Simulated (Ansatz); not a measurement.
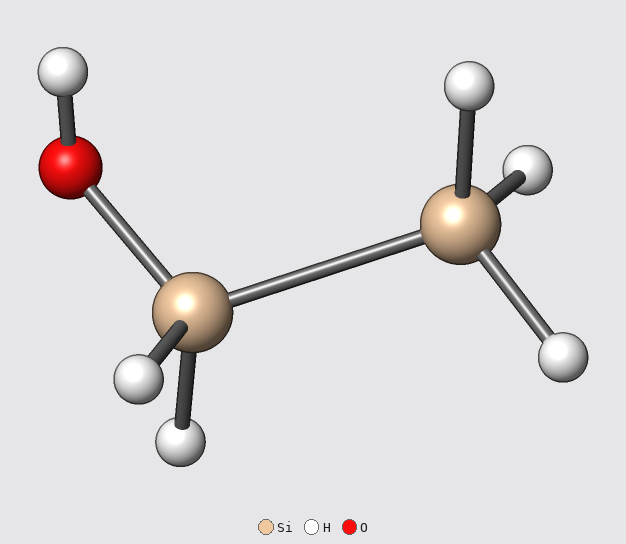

Harmonic vibrations computed with RKS PBE0-D4/def2-TZVP (Ansatz 0.2.0) at a stationary point of the same level.

> Is this a minimum or a saddle point?

A minimum: no imaginary frequency, and the lowest mode lies at 101 cm⁻¹.

> List the wavenumbers.

21 modes: 101, 155, 210, 349, 410, 507, 600, 726, 828, 835, 898, 909, 934, 938, 952, 2185, 2206, 2216, 2225, 2239, 3925 cm⁻¹.
